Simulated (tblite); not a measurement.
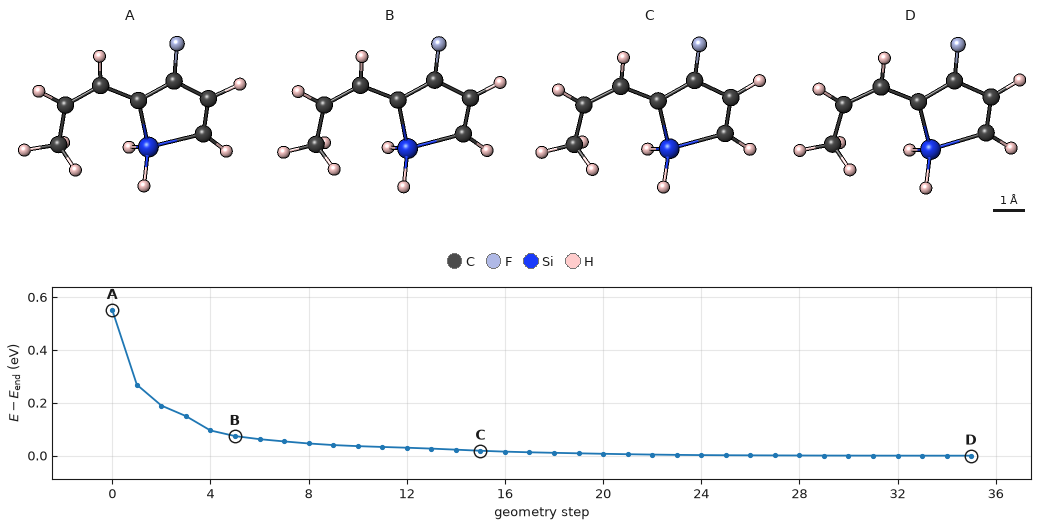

Frames of a relaxation of C7H9FSi, marked on the history of the run. Style: ball-and-stick. Shown at a tilt.

All numbers below come from tblite, GFN2-xTB geometry optimisation, gas phase. 

> Describe the path.

Over 35 geometry steps the energy falls by 0.551 eV. The largest move after the best rigid fit is that of a C atom, 0.20 Å. By element the largest moves are C 0.20 Å, H 0.19 Å, Si 0.13 Å, F 0.05 Å. Some distances before and after: C–Si 1.825 → 1.896 Å, C–H 1.123 → 1.080 Å, C–F 1.394 → 1.353 Å, C–C 1.316 → 1.354 Å. Among the angles between lasting bonds that change: C–C–H 122.4° → 114.6°, C–C–H 118.9° → 125.8°, C–C–H 104.6° → 110.6°. From step 0 to 5: C and H atoms move most (0.08 Å), energy −0.477 eV. From step 5 to 15: an H atom moves most (0.10 Å), energy −0.056 eV. From step 15 to 35: an H atom moves most (0.11 Å), energy −0.019 eV.

```tsv
step	E − E(0), eV
0	0.0000
1	-0.2824
2	-0.3615
3	-0.4013
4	-0.4557
5	-0.4769
6	-0.4887
7	-0.4971
8	-0.5049
9	-0.5109
10	-0.5150
11	-0.5181
13	-0.5243
14	-0.5284
15	-0.5325
17	-0.5383
18	-0.5403
19	-0.5422
21	-0.5456
22	-0.5470
23	-0.5481
24	-0.5489
26	-0.5498
27	-0.5501
28	-0.5504
30	-0.5508
31	-0.5509
32	-0.5510
34	-0.5511
35	-0.5511
```
